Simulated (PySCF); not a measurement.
C$_{2}$H$_{6}$Te, SMILES `C[Te]C`.

PySCF calculation, B3LYP/def2-SVP, gas phase; geometry: GFN2-xTB. Core potentials replace the inner electrons of Te; spin–orbit coupling isn't included. No frequency check shows the geometry to be a minimum. A basis without diffuse functions makes polarisabilities too small. GFN2-xTB bond lengths at metals and heavier atoms can be off by up to 0.1 Å and shapes distorted, which carries into these values.

Coordinates in Å:

```
C1       1.5608   -1.0891    0.0001
Te2      0.0000    0.4052    0.0000
C3      -1.5609   -1.0890   -0.0001
H4       1.4835   -1.7088    0.8843
H5       2.5163   -0.5829   -0.0002
H6       1.4834   -1.7090   -0.8842
H7      -1.4838   -1.7087    0.8842
H8      -2.5163   -0.5827    0.0002
H9      -1.4836   -1.7088   -0.8843
```

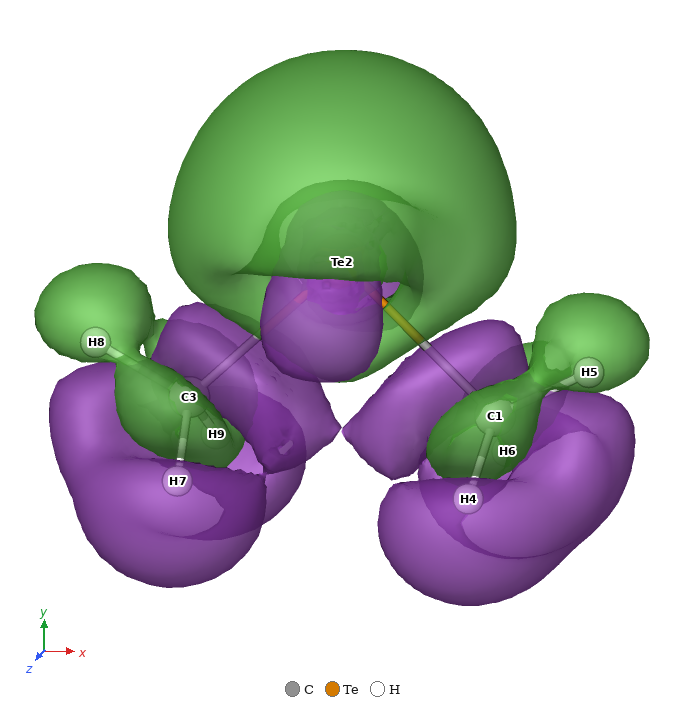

Change of the electron density in a uniform field of 0.51 V/Å, surfaces at ±0.002 e/Å³ (purple: gain, green: loss).

The field was applied in both directions; the picture shows the one opposite to the script's first.

> Along which Cartesian direction does the field point?

Along +y: electrons gather on the −y side, against the field.

> What dipole is induced, and what polarisability does it imply?

The induced dipole is 1.43 D (along the field); α along this axis, from the fields in both directions, is 57 bohr³ (8.4 Å³).
